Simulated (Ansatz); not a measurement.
**Pressure series in NbRu**

The parent structure is NbRu (space group P4/mmm, No. 123; a = 3.021 Å, c = 3.392 Å).

Cell and atoms are relaxed at each pressure.

Level of theory: PBEsol in Ansatz (plane waves to 420 eV, PAW, no spin-orbit coupling).

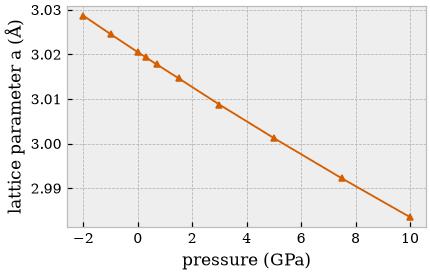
Figure: Lattice parameter a against pressure

Question: From the plot, what is the lattice parameter a for pressure −1 GPa?

Answer: About 3.025 Å.

Question: Is the trend monotonic over the range shown?

Answer: Yes, it falls throughout, spanning 5.638 bohr to 5.723 bohr.

Load acts through the strain it causes; cell and atoms are relaxed under it. Whether these cells are dynamically stable was not tested. No other phases were tried under pressure. The final runs are not spin-polarised. An odd electron count without spin: NbRu.

Ansatz is a first-principles code.
